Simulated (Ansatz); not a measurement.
System: BBr$_{2}$H$_{2}$N.

```xyz
6

B     0.6541   -1.0932    0.3545
Br   -0.2799    0.4594    1.0009
Br    2.1129   -1.8273    1.3713
N     0.2769   -1.6816   -0.8411
H    -0.4847   -1.3249   -1.4038
H     0.7435   -2.4986   -1.2137
```

Geometry: PBE0-D4/def2-SVP.

All numbers below come from isolated molecule in a Gaussian basis; Kohn-Sham density functional theory, functional PBE0 (Ansatz 0.2.0).

### What can the converged electron density and electron localisation function tell about the bonding?

B–N (1.38 Å): the density is about 2 e/Å³ at the midpoint; the ELF peaks at about 0.90 between the atoms, as expected for a polar covalent bond.
B–Br (1.92 Å): ρ is about 1.1 e/Å³ halfway, with its minimum of 0.9 e/Å³ about 0.6 Å from B; the ELF peaks at about 0.90 between the atoms (a polar covalent bond).
N–H (1.01 Å): ρ at the midpoint is about 2.9 e/Å³; the ELF climbs to about 1 towards the hydrogen, as it does in any bond to H: a covalent bond by its length.

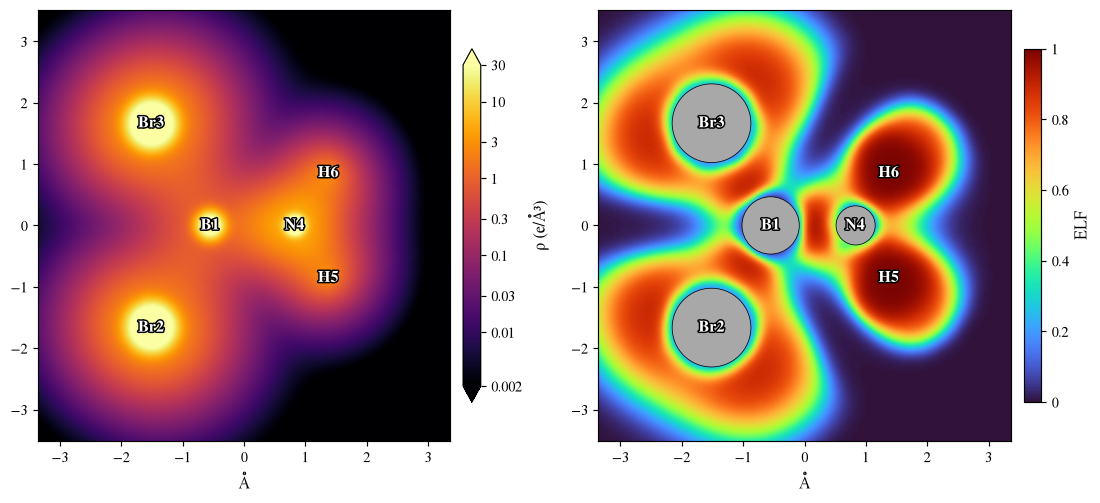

Computed electron density and electron localisation function on the molecular plane, in this order. Grey discs cover the atomic cores in the ELF map. 
